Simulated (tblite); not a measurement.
## C3H6F2O2Si (charge −1): geometry relaxation (part 2 of 2)

C3H6F2O2Si, charge −1, multiplicity 2, SMILES FC(F)O[CH-][CH]O[SiH3]; GFN2-xTB geometry optimisation, gas phase (tblite 0.8.0). It belongs to a series of runs on one base structure; here: electron added.

Geometry of the input (Å):
```
F  1.6400  -1.5231  -1.3724
C  2.1286  -0.4690  -0.5970
F  3.5245  -0.6411  -0.6176
O  1.6787  -0.5713  0.7195
C  0.9947  0.6123  1.0121
C  0.0016  0.8886  -0.1130
O  -1.2276  1.1573  0.5122
Si -2.4419  0.0860  -0.0582
H  1.8113  0.5035  -0.9675
H  0.4294  0.5530  1.9607
H  -0.1925  -0.0160  -0.7259
H  -2.0249  -0.6221  -1.2779
H  -2.7262  -0.8731  1.0339
H  -3.5964  0.9145  -0.4111
```

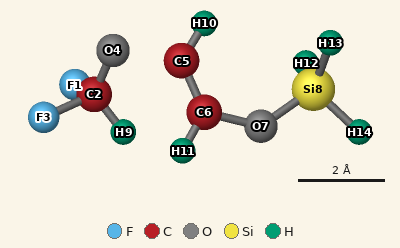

**Figure 1.** The geometry at step 172 of the log (ball-and-stick view, seen at a tilt; atoms are numbered from 1 in the order of the input).

**Trajectory as extended XYZ, continued**
```
14
Properties=species:S:1:pos:R:3:forces:R:3 step=109 energy=-788.80369
F     2.2772   -1.7426   -1.3610    0.0190  -0.0440  -0.0430
C     2.4754   -0.6599   -0.4672    0.0100   0.0070  -0.0290
F     3.8838   -0.6924   -0.3461    0.0420  -0.0050   0.0180
O     1.8636   -0.7751    0.6248   -0.0570   0.0260   0.0200
C     0.5377    0.4986    0.9099   -0.0620  -0.0180   0.0020
C    -0.0908    1.0270   -0.1228    0.0090   0.0090  -0.0390
O    -1.5067    1.0784   -0.2783    0.0150  -0.0030   0.0300
Si   -2.7091    0.0842    0.0532    0.0020  -0.0020  -0.0040
H     2.2796    0.2410   -1.0916   -0.0160   0.0010  -0.0100
H     0.0159    0.0055    1.7115    0.0460   0.0310  -0.0050
H     0.3740    1.4931   -0.9820   -0.0090  -0.0090   0.0760
H    -2.9490   -0.8999   -1.0156    0.0030  -0.0040   0.0340
H    -2.5968   -0.6572    1.3181    0.0020   0.0210  -0.0340
H    -3.8555    0.9987    0.1450   -0.0050  -0.0100  -0.0160
14
Properties=species:S:1:pos:R:3:forces:R:3 step=125 energy=-788.82199
F     2.2637   -1.6955   -1.4955    0.0320   0.0140   0.0100
C     2.4281   -0.6360   -0.5614   -0.0080  -0.0180   0.0030
F     3.8395   -0.5702   -0.5068   -0.0140   0.0110   0.0000
O     1.8810   -0.8437    0.5527   -0.0060   0.0290  -0.0360
C     0.4725    0.2736    0.9718   -0.0970   0.0520  -0.1020
C    -0.0555    1.0401    0.0253    0.0930  -0.1250   0.1300
O    -1.4254    1.0482   -0.3513    0.0380   0.0490   0.0310
Si   -2.6556    0.1289    0.0742   -0.2270  -0.0740   0.0750
H     2.1322    0.2732   -1.1339   -0.0170  -0.0360   0.0000
H    -0.1134   -0.4376    1.5354    0.0620   0.1130  -0.0890
H     0.4831    1.7560   -0.5836   -0.0450  -0.0760   0.0670
H    -2.6120   -1.2524   -0.4692   -0.0370   0.2520   0.1380
H    -2.8435    0.0356    1.5549   -0.0050  -0.0080  -0.3560
H    -3.7955    0.8794   -0.5144    0.2310  -0.1840   0.1280
14
Properties=species:S:1:pos:R:3:forces:R:3 step=140 energy=-788.84150
F     2.3255   -1.7084   -1.5472    0.0110  -0.0120   0.0050
C     2.3990   -0.6533   -0.6003    0.0040   0.0030  -0.0060
F     3.8025   -0.4976   -0.5137    0.0120   0.0150  -0.0060
O     1.8396   -0.9073    0.4972   -0.0020   0.0000   0.0110
C     0.4779    0.2375    0.9804    0.0040   0.0060   0.0100
C    -0.0409    1.0496    0.0734   -0.0010  -0.0080   0.0280
O    -1.4133    1.0959   -0.2959    0.0210   0.0040   0.0010
Si   -2.6390    0.1501    0.0881    0.0180  -0.0040  -0.0030
H     2.0563    0.2415   -1.1682   -0.0140  -0.0050  -0.0190
H    -0.1226   -0.4706    1.5237   -0.0040  -0.0130   0.0040
H     0.5076    1.7781   -0.5052   -0.0120   0.0020  -0.0170
H    -2.4941   -1.2579   -0.2994   -0.0170   0.0080  -0.0030
H    -2.9645    0.1700    1.5273   -0.0160  -0.0010  -0.0110
H    -3.7349    0.7719   -0.6622   -0.0040   0.0060   0.0060
14
Properties=species:S:1:pos:R:3:forces:R:3 step=156 energy=-788.84948
F     2.4501   -1.7940   -1.4748    0.0300  -0.0210  -0.0100
C     2.3955   -0.6611   -0.6231   -0.0010   0.0190  -0.0160
F     3.7693   -0.3079   -0.5896   -0.0350  -0.0070  -0.0190
O     1.8928   -0.8974    0.5044    0.0080   0.0120   0.0180
C     0.4951    0.2079    1.0143    0.0080  -0.0170  -0.0160
C    -0.0237    1.0239    0.1130   -0.0140   0.0190   0.0500
O    -1.3949    1.0881   -0.2517    0.0390  -0.0080  -0.0170
Si   -2.6581    0.1778    0.0885    0.0510  -0.0580  -0.0540
H     1.9265    0.1276   -1.2592   -0.0090  -0.0240   0.0480
H    -0.0927   -0.5148    1.5535    0.0020   0.0110  -0.0200
H     0.5292    1.7552   -0.4588   -0.0160   0.0060   0.0030
H    -2.5580   -1.2334   -0.3086    0.0170   0.0140   0.0320
H    -3.0426    0.2012    1.5120    0.0020   0.0060  -0.0090
H    -3.6892    0.8264   -0.7219   -0.0810   0.0470   0.0110
14
Properties=species:S:1:pos:R:3:forces:R:3 step=172 energy=-788.86175
F     2.6705   -1.8713   -1.3253   -0.0090  -0.0060   0.0000
C     2.3822   -0.6762   -0.6216   -0.0100   0.0130   0.0100
F     3.6401   -0.0269   -0.7128   -0.0200  -0.0100  -0.0030
O     1.9715   -0.8650    0.5524    0.0150   0.0070  -0.0210
C     0.4868    0.1374    1.0247    0.0030   0.0110  -0.0230
C     0.0030    0.9814    0.1293   -0.0070   0.0010   0.0210
O    -1.3471    1.0478   -0.3075    0.0080   0.0000  -0.0030
Si   -2.6597    0.2267    0.0674    0.0030  -0.0070   0.0060
H     1.7263   -0.0970   -1.3162    0.0010  -0.0130   0.0120
H    -0.1116   -0.6265    1.4885   -0.0100  -0.0080   0.0190
H     0.5752    1.7439   -0.3772    0.0070   0.0230   0.0020
H    -2.6577   -1.1870   -0.3341   -0.0020   0.0020  -0.0140
H    -2.9884    0.2526    1.5053    0.0050   0.0040  -0.0100
H    -3.6918    0.9596   -0.6750    0.0150  -0.0160   0.0040
14
Properties=species:S:1:pos:R:3:forces:R:3 step=187 energy=-788.86565
F     2.6073   -1.8791   -1.3081    0.0210   0.0110   0.0360
C     2.3008   -0.6718   -0.6362    0.0030  -0.0700   0.0140
F     3.5004    0.0455   -0.8386    0.0130  -0.0160  -0.0430
O     1.9850   -0.8307    0.5746   -0.0290   0.0040  -0.0080
C     0.5268    0.1293    1.0780   -0.0020   0.0330  -0.0100
C     0.0475    0.9902    0.1875   -0.0110   0.0320   0.0400
O    -1.2896    1.0540   -0.2826    0.0110  -0.0070   0.0020
Si   -2.6044    0.2169    0.0377   -0.0180  -0.0260   0.0230
H     1.5576   -0.1697   -1.2991   -0.0100   0.0480  -0.0100
H    -0.0808   -0.6404    1.5239   -0.0020  -0.0060  -0.0270
H     0.6223    1.7708   -0.2881    0.0340   0.0070   0.0040
H    -2.5707   -1.2021   -0.3452    0.0020   0.0030  -0.0010
H    -2.9973    0.2620    1.4602    0.0020  -0.0130  -0.0180
H    -3.6055    0.9247   -0.7659   -0.0140   0.0000  -0.0010
14
Properties=species:S:1:pos:R:3:forces:R:3 step=203 energy=-788.88751
F     2.2222   -1.9745   -1.0218    0.0150   0.0040  -0.0010
C     2.1070   -0.6350   -0.6294    0.0620   0.0270   0.0270
F     3.2810   -0.0968   -1.1546   -0.0390  -0.0370   0.0100
O     2.0102   -0.4794    0.6445   -0.0500  -0.0310  -0.0480
C     0.6511    0.1594    1.1433    0.0020   0.0180   0.0120
C     0.1068    1.1259    0.3261    0.0190   0.0300  -0.0010
O    -1.1968    1.1071   -0.1974   -0.0620   0.0160  -0.0040
Si   -2.4491    0.1368   -0.0532    0.0130  -0.0410   0.0330
H     1.2818   -0.2046   -1.2371   -0.0120  -0.0180   0.0150
H    -0.0025   -0.6696    1.4060    0.0350  -0.0030  -0.0050
H     0.6724    1.9556   -0.0726   -0.0170  -0.0100  -0.0010
H    -2.3234   -1.2343   -0.5890    0.0280   0.0190  -0.0210
H    -2.8921   -0.0528    1.3487    0.0090   0.0080  -0.0190
H    -3.4694    0.8617   -0.8154   -0.0020   0.0180   0.0030
14
Properties=species:S:1:pos:R:3:forces:R:3 step=218 energy=-788.89838
F     2.0554   -2.0608   -0.7415    0.0160  -0.0210  -0.0250
C     1.9955   -0.6697   -0.6020   -0.0100  -0.0030  -0.0180
F     3.0958   -0.2715   -1.3500    0.0080  -0.0030   0.0030
O     2.0559   -0.2747    0.6238   -0.0270   0.0050   0.0470
C     0.7100    0.2902    1.1809    0.0210   0.0080  -0.0140
C     0.1013    1.2520    0.3959   -0.0020   0.0160  -0.0110
O    -1.2226    1.2046   -0.0650   -0.0070   0.0050   0.0080
Si   -2.3501    0.0811   -0.1273   -0.0110  -0.0010  -0.0180
H     1.1022   -0.3442   -1.1754   -0.0030  -0.0010   0.0010
H     0.0923   -0.5634    1.4535   -0.0020  -0.0040   0.0090
H     0.6353    2.0860   -0.0347    0.0040  -0.0010   0.0010
H    -2.0923   -1.0970   -0.9803    0.0140   0.0020  -0.0060
H    -2.7048   -0.4782    1.1941    0.0040  -0.0030   0.0270
H    -3.4746    0.8451   -0.6741   -0.0070  -0.0010  -0.0020
14
Properties=species:S:1:pos:R:3:forces:R:3 step=234 energy=-788.90080
F     2.1276   -2.0595   -0.8170   -0.0010  -0.0030   0.0020
C     1.9992   -0.6822   -0.6042    0.0020  -0.0010  -0.0020
F     3.0948   -0.1977   -1.3103   -0.0040   0.0020   0.0000
O     2.0192   -0.3530    0.6421    0.0010  -0.0010   0.0020
C     0.6970    0.2826    1.1786   -0.0030   0.0000  -0.0010
C     0.1115    1.2370    0.3688   -0.0030  -0.0010  -0.0010
O    -1.2202    1.2118   -0.0763    0.0000  -0.0010   0.0010
Si   -2.3588    0.0969   -0.1133    0.0070   0.0050  -0.0050
H     1.1029   -0.3645   -1.1770    0.0010   0.0040   0.0000
H     0.0558   -0.5385    1.4920    0.0010   0.0000   0.0010
H     0.6651    2.0395   -0.0953    0.0000   0.0010  -0.0010
H    -2.1111   -1.0888   -0.9584   -0.0010  -0.0010  -0.0010
H    -2.6965   -0.4447    1.2211   -0.0020  -0.0010   0.0040
H    -3.4870    0.8607   -0.6527    0.0000  -0.0010   0.0010
```

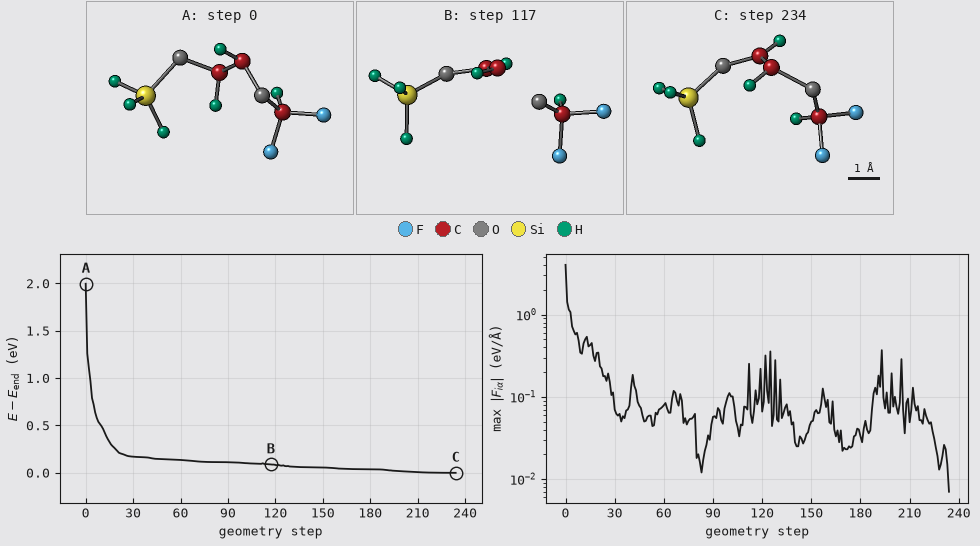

**Figure 2.** Frames of the relaxation (ball-and-stick view, seen at a tilt) above the curves, on which the letters mark them (steps are counted from 0).

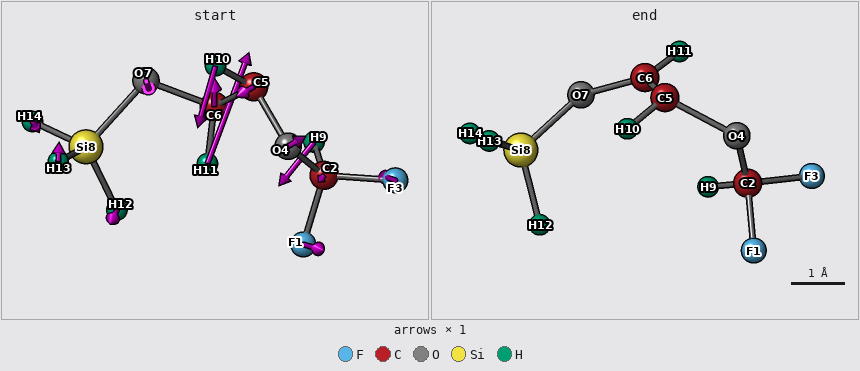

**Figure 3.** Before (left) and after (right) the relaxation, at one scale (ball-and-stick view, seen at a tilt). The pink arrows give the displacements, at true length. After 234 geometry steps the energy has fallen by 1.997 eV. The largest force component goes from 4 to 0.007 eV/Å. H11 moves most after the best rigid fit: 2.32 Å. By element the largest moves are H 2.32 Å, F 0.93 Å, C 0.61 Å, O 0.59 Å, Si 0.12 Å. Distances before and after: O4–C5 1.398 → 1.562 Å, C5–C6 1.526 → 1.382 Å, O7–Si8 1.717 → 1.594 Å, C2–O4 1.395 → 1.289 Å. Among the angles that change: C6–O7–Si8 110.6° → 134.2°, C5–C6–O7 106.0° → 125.1°, C5–C6–H11 111.9° → 123.2°. (Atoms are counted from 1 in the order of the input.)
